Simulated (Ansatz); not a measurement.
```
Al O
1.0
     5.32443    0.00000    0.00000
    -2.66222    4.61109    0.00000
     0.00000    0.00000   10.34877
Al O
3 18
Cartesian
  0.0000 0.0000 0.0000
  2.6622 1.5370 3.4496
  0.0000 3.0741 6.8992
  4.0354 0.7442 2.3849
  1.3732 2.2812 5.8344
  -1.2891 3.8183 9.2841
  3.9513 0.7928 1.0647
  1.2890 2.3298 4.5143
  -1.3732 3.8669 7.9639
  1.2890 0.7442 2.3849
  3.9513 2.2812 5.8344
  1.2890 3.8183 9.2841
  1.3732 0.7928 1.0647
  -1.2891 2.3298 4.5143
  1.3732 3.8669 7.9639
  2.6622 3.1226 2.3849
  2.6622 0.0486 5.8344
  0.0000 1.5856 9.2841
  2.6622 3.0255 1.0647
  0.0000 4.5625 4.5143
  0.0000 1.4885 7.9639
```

Space group R-3m; a generated structure, not necessarily the stable one; computed without spin polarisation.

Level of theory: DFT PBE, scalar-relativistic, plane waves, PAW in Ansatz 0.2.0.

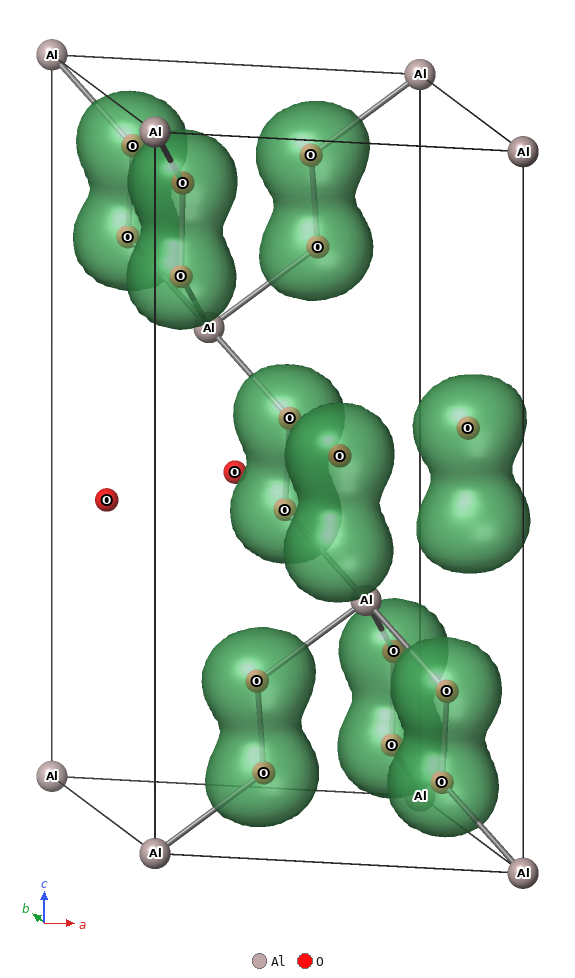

AlO₆. Isosurface of the valence charge density (pseudo) at 0.8 e/Å³ (green), seen slightly off an axis. Sticks mark near contacts.

In a PAW calculation such maps are meaningful between the atoms, not at the nuclei.

What does this surface tell about the bonding?

At this value the density breaks into separate islands; it holds about 70 % of the electrons treated as valence. It bridges the sampled O–O (1.32 Å) contacts, where the density stays above the isovalue. It is pinched off along the sampled Al–O (1.91 Å) contacts. On the grid the lowest density along these lines, outside the cores, is 2.7 e/Å³ (O–O, 1.32 Å) and 0.45 e/Å³ (Al–O, 1.91 Å).
